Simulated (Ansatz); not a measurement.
**r2SCAN/cc-pVDZ run of As4 (arsenic tetramer)**

Aim: the vertical ionisation energy of As4 (arsenic tetramer) at r2SCAN/cc-pVDZ, from 2 runs. 

The results are computed with Ansatz 0.2.0.

24 further runs of the same task are left out: 7 that didn't finish, 17 set aside as unsound or not needed. Runs told in other sessions of the task aren't counted.

**1. The structure to begin with**

The species is As4 (4 atoms), meant as a singlet with charge 0. SMILES: `[As]12[As]3[As]1[As]23`. The coordinates come from a PBE0-D4/def2-TZVP relaxation.

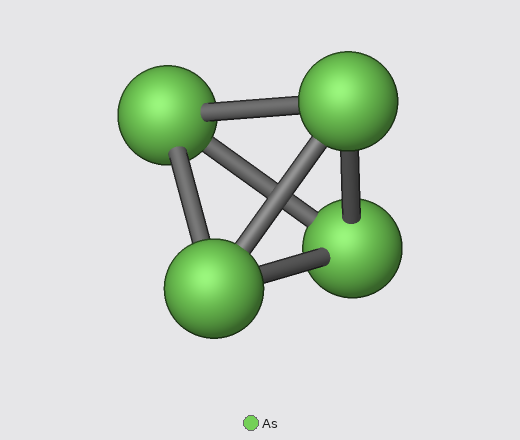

The structure, seen from a chosen angle (arsenic green).

**2. The energy at r2SCAN/cc-pVDZ**

Input file run.yaml:

```yaml
crystal:
  periodic: [false, false, false]
  atoms:
    - symbol: As
      position_ang: [0.408230, -1.037610, 0.980150]
    - symbol: As
      position_ang: [-0.244980, 1.281220, 0.708840]
    - symbol: As
      position_ang: [-1.243230, -0.430680, -0.687660]
    - symbol: As
      position_ang: [1.079970, 0.187070, -1.001320]
basis:
  gaussian:
    orbitals: cc-pVDZ
total_charge: 0
hamiltonian:
  xc: r2scan
accuracy: high
output: {orbitals: {seedname: orbitals}}
```

Started as:

```console
$ ansatz run run.yaml --threads 1 --pin off --max-ram 3480MiB --events-out events.jsonl --progress --plain --runs-dir runs
```

What it wrote:

```text
Warning: RAYON_NUM_THREADS=1 ignored (pool sized by the plan → 1); use --threads N
Functional definition: r2SCAN
  name "r2SCAN"
  parameter k0 = 0.174
  parameter k1 = 0.065
  parameter a1 = 4.9479
  exchange = r2scan_x(k0 = k0, k1 = k1, a1 = a1)
  correlation = r2scan_c
2312 factors; integrals over basis functions are off by at most 4.5e-9 eV
mean field evaluation 1: about -243363.8262 eV, gradient 9.7e0 eV
mean field evaluation 2: about -243363.6895 eV, gradient 1.2e1 eV
mean field evaluation 4: about -243364.1362 eV, gradient 9.2e-2 eV
mean field evaluation 8: about -243364.1199 eV, gradient 1.1e-3 eV
mean field evaluation 16: about -243364.1199 eV, gradient 8.6e-8 eV
mean field -243364.11990253 eV, -8943.4664482930 hartree, gradient 1.8e-8 eV, S^2 0.000000; 0 other end points of the search recorded, 0 dependent functions left out
reference -243364.11990302 eV, -8943.4664483107 hartree; 66, 66 occupied and 42, 42 virtual orbitals, 2312 factors
Total energy: -243364.11990302 eV, -8943.4664483107 hartree
```

It took 14 s on 1 thread of Intel Xeon Platinum 8559C (Emerald Rapids), shared host; peak memory 0.4 GiB.

**3. The doublet cation at the same level**

Input file job.yaml:

```yaml
crystal:
  periodic: [false, false, false]
  atoms:
    - {symbol: As, position_ang: [0.408230, -1.037610, 0.980150]}
    - {symbol: As, position_ang: [-0.244980, 1.281220, 0.708840]}
    - {symbol: As, position_ang: [-1.243230, -0.430680, -0.687660]}
    - {symbol: As, position_ang: [1.079970, 0.187070, -1.001320]}
basis:
  gaussian:
    orbitals: cc-pVDZ
accuracy: high
magnetization:
  spin_polarized: true
  initial_magnetization: 1
total_charge: 1
hamiltonian:
  xc: r2scan
output: {orbitals: {seedname: orbitals}}
```

Started as:

```console
$ ansatz run job.yaml --threads 1 --pin off --max-ram 3480MiB --events-out events.jsonl --progress --plain --runs-dir runs
```

What it wrote, cut to the lines that bear on the results:

```text
Warning: RAYON_NUM_THREADS=1 ignored (pool sized by the plan → 1); use --threads N
Functional definition: r2SCAN
  name "r2SCAN"
[...]
2311 factors; integrals over basis functions are off by at most 4.5e-9 eV
[...]
mean field -243355.13797074 eV, -8943.1363683878 hartree, gradient 1.9e-8 eV, S^2 0.756606; 10 other end points of the search recorded, 0 dependent functions left out
reference -243355.13797264 eV, -8943.1363684576 hartree; 66, 65 occupied and 42, 43 virtual orbitals, 2311 factors
Total energy: -243355.13797264 eV, -8943.1363684576 hartree
```

Run time: 3.4 min. Hardware: 1 thread of Intel Xeon Platinum 8559C (Emerald Rapids), shared host; peak memory 0.66 GiB.

**4. Summary of results**

At r2SCAN/cc-pVDZ:

| quantity | value |
| --- | --- |
| singlet As4: total energy | -8943.46645 Eh |
| singlet As4: HOMO energy | -6.35 eV |
| singlet As4: LUMO energy | -1.63 eV |
| singlet As4: HOMO–LUMO gap | 4.71 eV |
| doublet cation: total energy | -8943.13637 Eh |
| doublet cation: HOMO energy (highest over α and β) | -11.88 eV |
| doublet cation: LUMO energy (lowest over α and β) | -11.58 eV |
| doublet cation: ⟨S²⟩ | 0.757 |
| vertical ionisation energy (to the doublet cation) | 8.982 eV |

What this shows: The vertical ionisation energy comes to 8.98 eV (207 kcal/mol). The negative HOMO energy of the first species, 6.35 eV, lies 2.64 eV below that difference.
